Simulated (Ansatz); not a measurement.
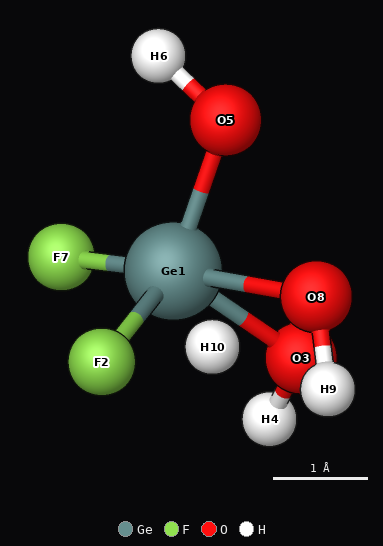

**Figure 1.** The starting structure (ball-and-stick view, seen at an oblique angle; atoms are numbered from 1 in the order of the input). Sticks mark near contacts. Bond lengths as drawn: F–Ge 1.68 to 2.03 Å, Ge–O 1.77 to 2.07 Å and H–O 1.01 Å.

Geometry relaxation of GeH$_{4}$O$_{3}$F$_{2}$

The run: geometry relaxation of GeH$_{4}$O$_{3}$F$_{2}$. Method and program: RKS B3LYP-D4/def2-SVP (Ansatz 0.2.0).

The input holds or restrains some coordinates. It belongs to a series of runs on one base structure; here: pulled along the bonds that form and break, towards end A. Figures and captions count atoms from 1; the log counts them from 0 in places.

### Output
```
The last accepted step is kept in [file] (removed where the run ends without a failure and the disk answers)
Engine: ansatz 0.2.0, aarch64-unknown-linux-gnu
Functional definition: B3LYP
  parameter a0 = 0.2
  parameter ax = 0.72
  parameter ac = 0.81
  exchange = (1 - a0 - ax)*slater_x + ax*b88_x + a0*exact_x
  correlation = (1 - ac)*vwn_rpa_c + ac*lyp_c
1258 factors; integrals over basis functions are off by at most 2.8e-4 eV
mean field evaluation 1: about -68127.9980 eV, gradient 9.3e1 eV
mean field evaluation 2: about -68058.4146 eV, gradient 2.0e2 eV
mean field evaluation 4: about -68142.7660 eV, gradient 1.3e1 eV
mean field evaluation 8: about -68143.0212 eV, gradient 1.4e-1 eV
mean field evaluation 16: about -68143.0453 eV, gradient 3.5e-4 eV
mean field -68143.04526803 eV, -2504.2107245851 hartree, gradient 7.6e-5 eV, S^2 0.000000; 0 other end points of the search recorded, 0 dependent functions left out
the calculation of the forces begins
reference -68143.04549224 eV, -2504.2107328247 hartree; 39, 39 occupied and 83, 83 virtual orbitals, 1258 factors
relax step   1: F+E_penalty+E_count = -68143.35902259 eV  Δ(F+E_penalty+E_count) = +0.000e0 eV  max|allowed force component| = 6.545e0 eV/Å  E_restraint = 27.66886899 eV  max|allowed force component, restraints' pulls added| = 2.809e1 eV/Å  Δτ_max = 0.0000 Å  (29 SCF iters, accepted)
  distance Ge 0 - O 7 = 2.0700 Å
  distance H 9 - F 1 = 1.2235 Å
  distance Ge 0 - F 1 = 2.0300 Å
  distance H 9 - O 7 = 1.3393 Å
these checks for a lower state are left out or cut short: starts, cluster_reference, orbital_swaps, neighbouring_geometries, increment
1258 factors; integrals over basis functions are off by at most 3.5e-4 eV
mean field -68144.13613825 eV, -2504.2508133263 hartree, gradient 1.3e-5 eV, S^2 0.000000; 0 other end points of the search recorded, 0 dependent functions left out
[... from here on the field's lines of each further geometry are left out, up to the last ...]
relax step   2: F+E_penalty+E_count = -68144.45075194 eV  Δ(F+E_penalty+E_count) = -1.092e0 eV  max|allowed force component| = 5.416e0 eV/Å  E_restraint = 13.70644048 eV  max|allowed force component, restraints' pulls added| = 2.118e1 eV/Å  Δτ_max = 0.1949 Å  (36 SCF iters, accepted)
relax step   3: F+E_penalty+E_count = -68145.28938552 eV  Δ(F+E_penalty+E_count) = -8.386e-1 eV  max|allowed force component| = 5.928e0 eV/Å  E_restraint = 4.47021950 eV  max|allowed force component, restraints' pulls added| = 9.931e0 eV/Å  Δτ_max = 0.1946 Å  (34 SCF iters, accepted)
relax step   4: F+E_penalty+E_count = -68146.00379254 eV  Δ(F+E_penalty+E_count) = -7.144e-1 eV  max|allowed force component| = 4.347e0 eV/Å  E_restraint = 0.64614281 eV  max|allowed force component, restraints' pulls added| = 4.007e0 eV/Å  Δτ_max = 0.1949 Å  (28 SCF iters, accepted)
relax step   5: F+E_penalty+E_count = -68146.53562925 eV  Δ(F+E_penalty+E_count) = -5.318e-1 eV  max|allowed force component| = 2.499e0 eV/Å  E_restraint = 0.02829102 eV  max|allowed force component, restraints' pulls added| = 1.949e0 eV/Å  Δτ_max = 0.1926 Å  (30 SCF iters, accepted)
relax step   6: F+E_penalty+E_count = -68146.73196890 eV  Δ(F+E_penalty+E_count) = -1.963e-1 eV  max|allowed force component| = 1.351e0 eV/Å  E_restraint = 0.02232437 eV  max|allowed force component, restraints' pulls added| = 9.285e-1 eV/Å  Δτ_max = 0.2000 Å  (29 SCF iters, accepted)
relax step   7: F+E_penalty+E_count = -68146.76093022 eV  Δ(F+E_penalty+E_count) = -2.896e-2 eV  max|allowed force component| = 9.180e-1 eV/Å  E_restraint = 0.02501357 eV  max|allowed force component, restraints' pulls added| = 9.473e-1 eV/Å  Δτ_max = 0.2000 Å  (34 SCF iters, accepted)
relax step   8: F+E_penalty+E_count = -68146.78037930 eV  Δ(F+E_penalty+E_count) = -1.945e-2 eV  max|allowed force component| = 8.276e-1 eV/Å  E_restraint = 0.02766182 eV  max|allowed force component, restraints' pulls added| = 7.777e-1 eV/Å  Δτ_max = 0.0633 Å  (28 SCF iters, accepted)
relax step   9: F+E_penalty+E_count = -68146.78221419 eV  Δ(F+E_penalty+E_count) = -1.835e-3 eV  max|allowed force component| = 8.914e-1 eV/Å  E_restraint = 0.02157908 eV  max|allowed force component, restraints' pulls added| = 5.756e-1 eV/Å  Δτ_max = 0.1988 Å  (28 SCF iters, accepted)
the calculation of the forces begins
reference -68146.49933099 eV, -2504.3376590575 hartree; 39, 39 occupied and 83, 83 virtual orbitals, 1258 factors
relax step  10: F+E_penalty+E_count = -68146.80601277 eV  Δ(F+E_penalty+E_count) = -2.380e-2 eV  max|allowed force component| = 7.888e-1 eV/Å  E_restraint = 0.02299844 eV  max|allowed force component, restraints' pulls added| = 8.438e-2 eV/Å  Δτ_max = 0.1254 Å  (29 SCF iters, accepted)
  distance Ge 0 - O 7 = 2.9615 Å
  distance H 9 - F 1 = 2.1229 Å
  distance Ge 0 - F 1 = 1.7090 Å
  distance H 9 - O 7 = 0.9853 Å
1258 factors; integrals over basis functions are off by at most 6.8e-4 eV
mean field evaluation 96: about -68146.4991 eV, gradient 6.0e-3 eV
```

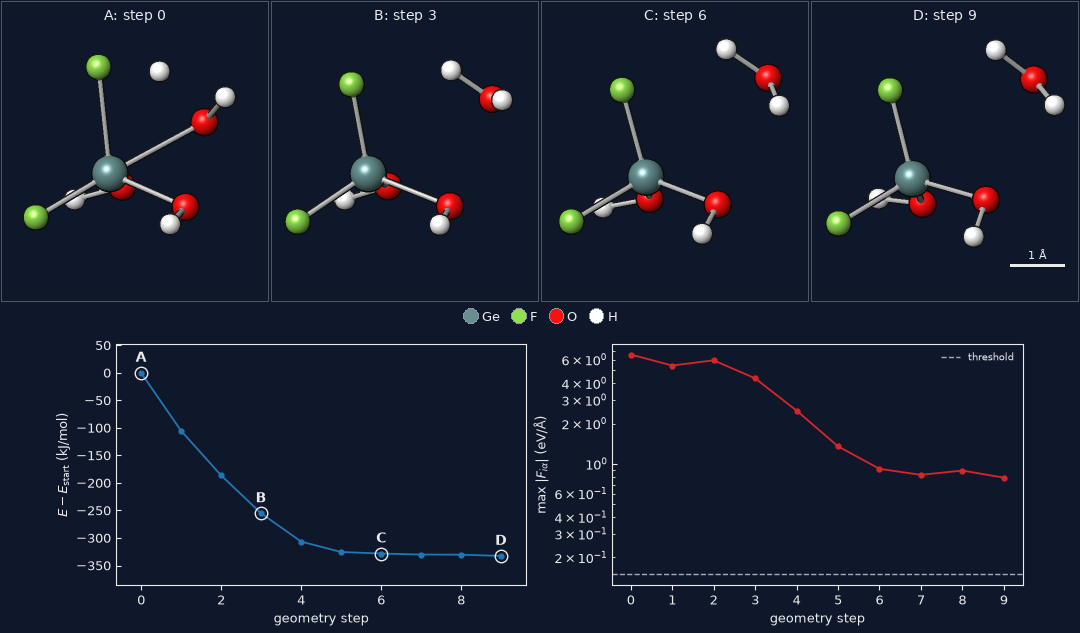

**Figure 2.** Frames of the restrained relaxation (ball-and-stick view, seen at a tilt) above the curves, on which the letters mark them (the first geometry is step 0 here and step 1 in the log).

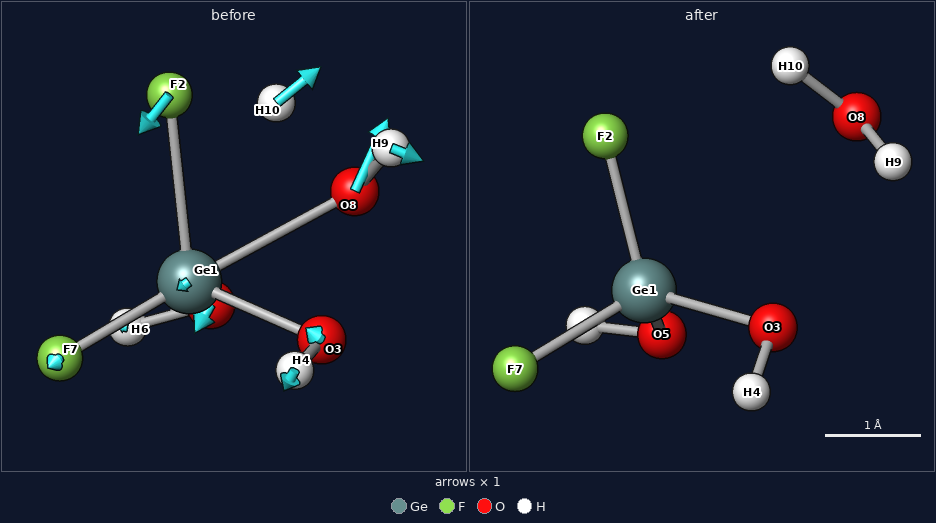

**Figure 3.** Before (left) and after (right) the restrained relaxation, at one scale (ball-and-stick view, seen at a tilt). The teal arrows give the displacements, at true length. O8 moves most after the best rigid fit: 0.87 Å. By element the largest moves are O 0.87 Å, H 0.63 Å, F 0.58 Å, Ge 0.17 Å. Distances before and after: Ge1–O8 2.070 → 2.961 Å, O8–H10 1.339 → 0.985 Å, Ge1–F2 2.030 → 1.709 Å, Ge1–F7 1.679 → 1.736 Å. New bonds form: O8–H10 (1.34 → 0.99 Å). Bonds break: Ge1–O8 (2.07 → 2.96 Å). Among the angles that change: F2–Ge1–F7 109.5° → 102.8°, O3–Ge1–O5 109.5° → 114.3°, F2–Ge1–O5 109.5° → 114.0°. The energy falls by 332.6 kJ/mol in 9 geometry steps. Largest force component: 6.5 eV/Å at the start, 0.79 eV/Å at the end. (Atoms are counted from 1 in the order of the input.)

```
mean field -68146.49910918 eV, -2504.3376509061 hartree, gradient 4.4e-6 eV, S^2 0.000000; 1 other end points of the search recorded, 0 dependent functions left out
the calculation of the forces begins
reference -68146.49933099 eV, -2504.3376590575 hartree; 39, 39 occupied and 83, 83 virtual orbitals, 1258 factors
Total energy: -68146.80623458 eV, -2504.3489375567 hartree
Atom 0 at    -0.113835    -0.106867    -0.065294 Å, force     0.300654     0.107502    -0.666533 eV/Å
Atom 1 at    -0.361308    -0.120516     1.625646 Å, force    -0.208534    -0.040730     0.788795 eV/Å
Atom 2 at     1.605704    -0.198107    -0.401640 Å, force    -0.049355     0.006704    -0.030713 eV/Å
Atom 3 at     1.820028    -0.996799    -0.905737 Å, force     0.004368    -0.010559    -0.006955 eV/Å
Atom 4 at    -0.937108     1.187300    -0.890210 Å, force    -0.029904    -0.026546    -0.000726 eV/Å
Atom 5 at    -1.899993     1.129001    -0.802447 Å, force     0.023403     0.012185     0.004630 eV/Å
Atom 6 at    -0.803240    -1.619613    -0.566666 Å, force     0.031868     0.062479    -0.003602 eV/Å
Atom 7 at     1.367506     2.031448     1.350156 Å, force    -0.373588    -0.638465     0.434587 eV/Å
Atom 8 at     2.134566     1.556925     0.995064 Å, force    -0.024850    -0.010973     0.003472 eV/Å
Atom 9 at     1.031479     1.424426     2.049728 Å, force     0.325937     0.538402    -0.522955 eV/Å
Dipole moment:     0.025422    -0.317696    -0.141790 e Å
```

### Trajectory as extended XYZ (Å, eV, eV/Å), 10 frames, from step=1 to step=10
```
10
Properties=species:S:1:pos:R:3:forces:R:3 step=1 energy=-68143.35902
Ge    0.0000    0.0000    0.0000    2.6407   4.5976   0.5095
F     0.0000    0.0000    2.0300   -0.2118  -0.6381  -1.1672
O     1.6691    0.0000   -0.5894    0.9699  -5.0636  -1.2249
H     1.9855   -0.9521   -0.7061   -0.2827   1.3836  -0.3796
O    -0.8337    1.4443   -0.5894   -3.2810  -1.5087  -0.5928
H    -1.7915    1.2136   -0.8118    1.5526   0.5447   0.1359
F    -0.7913   -1.3709   -0.5594   -0.9376  -1.6133   0.0628
O     1.0856    1.6372    0.6527    0.1156  -0.1264   6.5446
H     1.8625    1.3234    1.2167    0.1663   0.8899  -2.1203
H     0.6576    0.9917    1.7453   -0.7321   1.5342  -1.7681
10
Properties=species:S:1:pos:R:3:forces:R:3 step=2 energy=-68144.45075
Ge   -0.0453   -0.0648    0.0187    2.8969   4.9827   1.2766
F    -0.0704   -0.1092    1.9657   -0.2000  -0.5881  -2.2162
O     1.6545   -0.0359   -0.5889   -0.5092  -2.5484  -0.0503
H     1.9871   -0.9536   -0.7129   -0.1507   0.4738  -0.2324
O    -0.8501    1.4190   -0.5853   -1.4278  -1.5875   0.0513
H    -1.7884    1.2161   -0.8140    0.6822   0.2310   0.0400
F    -0.8130   -1.4075   -0.5659   -1.3468  -2.3411  -0.4733
O     1.1483    1.7714    0.7794   -1.4308  -2.2549   5.4156
H     1.8947    1.3263    1.2153    1.9463   0.6799  -1.4410
H     0.7264    1.1254    1.6766   -0.4602   2.9525  -2.3702
10
Properties=species:S:1:pos:R:3:forces:R:3 step=3 energy=-68145.28939
Ge   -0.0976   -0.1421    0.0401    3.4743   5.9282   1.1653
F    -0.1428   -0.2310    1.8794   -0.0820  -0.2997  -1.9413
O     1.6327   -0.0527   -0.5787   -1.3537  -1.5182   0.5275
H     1.9851   -0.9510   -0.7137   -0.0676   0.0935  -0.1439
O    -0.8536    1.3933   -0.5780   -0.4648  -1.8351   0.4728
H    -1.7848    1.2177   -0.8136    0.2248   0.0958  -0.0126
F    -0.8378   -1.4504   -0.5802   -1.8762  -3.2904  -1.1282
O     1.2061    1.8719    0.8965   -0.8486  -1.6565   3.0827
H     1.9383    1.3301    1.2022    2.5276   0.4202  -1.4432
H     0.7982    1.3014    1.6347   -1.5338   2.0621  -0.5792
10
Properties=species:S:1:pos:R:3:forces:R:3 step=4 energy=-68146.00379
Ge   -0.1308   -0.1892    0.0354    2.6799   4.3470  -0.8551
F    -0.1893   -0.3267    1.7680   -0.0511  -0.1392  -0.0984
O     1.5989   -0.0776   -0.5603   -1.3860  -0.9194   0.6319
H     1.9776   -0.9580   -0.7127   -0.0686  -0.0384  -0.0609
O    -0.8581    1.3548   -0.5654   -0.0928  -1.5893   0.5229
H    -1.7860    1.2126   -0.8131    0.0078   0.0183  -0.0215
F    -0.8794   -1.5219   -0.6071   -1.1652  -2.0298  -0.7221
O     1.2938    1.9970    1.0176    0.6445  -1.7399   1.3751
H     2.0099    1.3355    1.1604    0.8320   1.0213  -1.2713
H     0.8072    1.4608    1.6658   -1.4004   1.0695   0.4994
10
Properties=species:S:1:pos:R:3:forces:R:3 step=5 energy=-68146.53563
Ge   -0.1178   -0.1750   -0.0322    1.1379   1.8085  -1.4072
F    -0.1741   -0.3295    1.6634   -0.0841  -0.1292   0.9954
O     1.5851   -0.1362   -0.5622   -0.6826  -0.2601   0.2772
H     1.9540   -1.0171   -0.7136   -0.0409  -0.1156  -0.0338
O    -0.8936    1.3163   -0.5776    0.0539  -0.7509   0.1802
H    -1.8209    1.1770   -0.8148   -0.0859  -0.0337  -0.0309
F    -0.9064   -1.5658   -0.6308   -0.3127  -0.5289  -0.1957
O     1.3697    2.0870    1.1700    0.6905  -2.4986   0.7227
H     2.0551    1.3482    1.0963   -0.7240   1.5953  -0.3592
H     0.7929    1.5824    1.7901    0.0478   0.9133  -0.1487
10
Properties=species:S:1:pos:R:3:forces:R:3 step=6 energy=-68146.73197
Ge   -0.1004   -0.1464   -0.0682    0.6371   0.9461  -0.9720
F    -0.1802   -0.2337    1.6358   -0.1635  -0.1722   0.8871
O     1.5930   -0.1861   -0.5633   -0.2094  -0.3213   0.0691
H     1.8848   -1.0797   -0.8135   -0.1194   0.1884   0.0382
O    -0.9131    1.2676   -0.7002   -0.1176  -0.2637   0.0191
H    -1.8648    1.1331   -0.8284    0.0871  -0.0421   0.0144
F    -0.8896   -1.5768   -0.6151   -0.1030  -0.2263  -0.0321
O     1.3502    2.0763    1.2553    0.0502  -1.3508   0.6765
H     2.0886    1.4431    1.1142   -0.2962   0.5863  -0.1901
H     0.8754    1.5899    1.9721    0.2348   0.6557  -0.5103
10
Properties=species:S:1:pos:R:3:forces:R:3 step=7 energy=-68146.76093
Ge   -0.0909   -0.0221   -0.0539   -0.1462  -0.6057  -0.9180
F    -0.3024   -0.1386    1.6383   -0.0189   0.1490   0.8442
O     1.5998   -0.1504   -0.5019    0.0656   0.4193   0.1768
H     1.8214   -1.0269   -0.8438   -0.1015  -0.1149  -0.0349
O    -1.0239    1.2355   -0.8095    0.2142   0.2711   0.0176
H    -1.9514    0.9942   -0.9433    0.0081  -0.1056   0.0545
F    -0.7900   -1.5414   -0.5543    0.0706   0.1841  -0.0153
O     1.4687    2.0368    1.3847   -0.5638  -0.8068   0.2233
H     2.1186    1.4118    1.0214    0.0301   0.1249   0.0432
H     0.9938    1.4882    2.0509    0.4418   0.4845  -0.3914
10
Properties=species:S:1:pos:R:3:forces:R:3 step=8 energy=-68146.78038
Ge   -0.1026   -0.0227   -0.0525    0.1528  -0.4646  -0.7052
F    -0.3325   -0.1059    1.6387   -0.0820   0.0665   0.8276
O     1.5963   -0.1533   -0.4624   -0.0335   0.5881   0.2794
H     1.7700   -1.0034   -0.8721    0.1040  -0.4458  -0.2274
O    -1.0121    1.2329   -0.8329    0.0915   0.2081   0.0089
H    -1.9258    0.9385   -0.9445   -0.1801   0.0464  -0.0632
F    -0.7950   -1.5399   -0.5642    0.0502   0.1675   0.0067
O     1.4594    2.0300    1.3933   -0.6389  -0.5071   0.2755
H     2.1467    1.4631    1.0228    0.2394  -0.0912  -0.1061
H     1.0394    1.4480    2.0624    0.2966   0.4322  -0.2962
10
Properties=species:S:1:pos:R:3:forces:R:3 step=9 energy=-68146.78221
Ge   -0.1149   -0.1045   -0.0881    0.2422   0.6121  -0.4789
F    -0.3391   -0.1297    1.6046   -0.2459  -0.1944   0.8914
O     1.6062   -0.1453   -0.4165    0.0582  -0.5756  -0.2963
H     1.8435   -1.0179   -0.7844    0.0376   0.3319   0.0813
O    -0.9541    1.2340   -0.8253   -0.4333  -0.2276  -0.0596
H    -1.9181    1.0793   -0.8042    0.3529   0.1425  -0.0536
F    -0.8188   -1.5937   -0.6188    0.0422  -0.0574  -0.0381
O     1.3829    2.0227    1.3268   -0.2757  -0.6397   0.4721
H     2.1219    1.5100    0.9592   -0.1173   0.0658   0.0508
H     1.0344    1.4324    2.0353    0.3390   0.5423  -0.5692
10
Properties=species:S:1:pos:R:3:forces:R:3 step=10 energy=-68146.80601
Ge   -0.1138   -0.1069   -0.0653    0.3007   0.1075  -0.6665
F    -0.3613   -0.1205    1.6256   -0.2085  -0.0407   0.7888
O     1.6057   -0.1981   -0.4016   -0.0494   0.0067  -0.0307
H     1.8200   -0.9968   -0.9057    0.0044  -0.0106  -0.0070
O    -0.9371    1.1873   -0.8902   -0.0299  -0.0265  -0.0007
H    -1.9000    1.1290   -0.8024    0.0234   0.0122   0.0046
F    -0.8032   -1.6196   -0.5667    0.0319   0.0625  -0.0036
O     1.3675    2.0314    1.3502   -0.3736  -0.6385   0.4346
H     2.1346    1.5569    0.9951   -0.0249  -0.0110   0.0035
H     1.0315    1.4244    2.0497    0.3259   0.5384  -0.5230
```

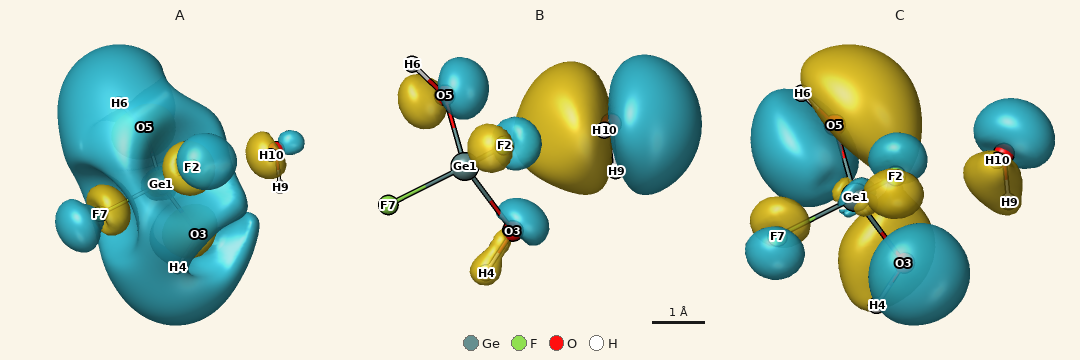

**Figure 4.** Three frontier orbitals at ±0.06 Å⁻³ᐟ² (yellow and cyan are the two phases). C is the HOMO−1 (−9.49 eV). B is the HOMO (−8.28 eV). A is the LUMO (−0.99 eV). Its weight (Hirshfeld) is mainly on Ge1 (35 %), O5 (15 %), O3 (10 %), F2 (10 %) and F7 (10 %). The HOMO–LUMO gap is 7.29 eV between the orbital energies.

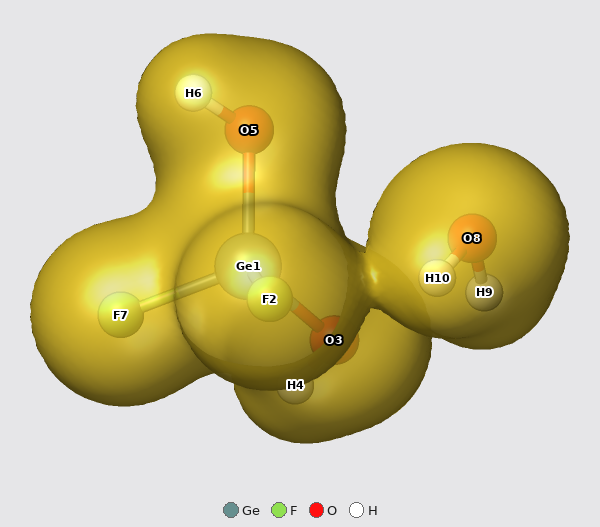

**Figure 5.** Isosurface of the electron density at 0.1 e/Å³ (yellow), seen at a tilt. At this value the surface is in one piece. It is pinched off along the Ge···O (2.96 Å) contacts. On the grid the lowest density along these lines, outside the cores, is 0.08 e/Å³ (Ge···O, 2.96 Å), 0.96 e/Å³ (Ge–F, 1.71 Å), 1 e/Å³ (Ge–O, 1.74 Å) and 2.3 e/Å³ (O–H, 0.97 Å).

The run was set up as follows.

### Input
```yaml
crystal:
  periodic: [false, false, false]
  atoms:
    - { symbol: Ge, position_ang: [0.0, 0.0, 0.0] }
    - { symbol: F, position_ang: [0.0, 0.0, 2.03] }
    - { symbol: O, position_ang: [1.6691, 0.0, -0.5894] }
    - { symbol: H, position_ang: [1.9855, -0.9521, -0.7061] }
    - { symbol: O, position_ang: [-0.8337, 1.4443, -0.5894] }
    - { symbol: H, position_ang: [-1.7915, 1.2136, -0.8118] }
    - { symbol: F, position_ang: [-0.7913, -1.3709, -0.5594] }
    - { symbol: O, position_ang: [1.0856, 1.6372, 0.6527] }
    - { symbol: H, position_ang: [1.8625, 1.3234, 1.2167] }
    - { symbol: H, position_ang: [0.6576, 0.9917, 1.7453] }
basis:
  gaussian: { orbitals: def2-SVP }
hamiltonian:
  xc: b3lyp
  dispersion: d4
relax:
  f_tol: 0.15
  max_steps: 25
  restrain:
    - { distance: [0, 7], at: 2.97, k: 30.0 }
    - { distance: [9, 1], at: 2.12, k: 30.0 }
    - { distance: [0, 1], at: 1.68, k: 30.0 }
    - { distance: [9, 7], at: 1.01, k: 30.0 }
output:
  orbitals: {}
```

Run as:
```bash
ansatz run input.yaml --threads 4 --pin off --max-ram 5120MiB --backend cpu --events-out ev --progress --plain --runs-dir out
```

### Results in brief

| quantity | value |
| --- | --- |
| outcome | converged under the restraints of the input |
| total energy | −68146.8062 eV |
| mean-field energy | −68146.4993 eV |
| largest force (length of the vector) at the end, held atoms and coordinates included | 0.858 eV/Å |
| hardware | 4 threads of Arm Neoverse V1, 24 GiB of memory available, shared host |
| wall time | 30 s (CPU time 1.8 min) |
| peak memory | 0.34 GiB |
